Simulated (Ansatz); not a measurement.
**Pressure series in Au**

The reference is Au in the fcc (Cu type) structure (space group Fm-3m, No. 225; a = 4.0834 Å).

Cell and atoms are relaxed at each pressure.

Calculations: plane-wave PAW DFT at the PBEsol level (Ansatz, a first-principles code, 420 eV), no SOC.

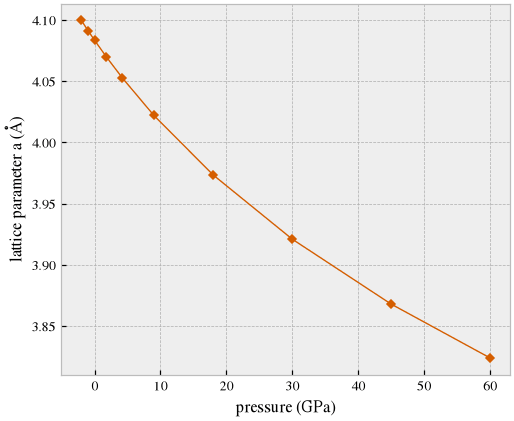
Figure: Lattice parameter a against pressure

Question: From the plot, what is the lattice parameter a for pressure 9 GPa?

Answer: About 4.02 Å.

Question: Is the trend monotonic over the range shown?

Answer: Yes, it falls throughout, spanning 3.824 Å to 4.100 Å.

Load acts through the strain it causes; cell and atoms are relaxed under it. Whether these cells are dynamically stable was not tested. No other phases were tried under pressure.
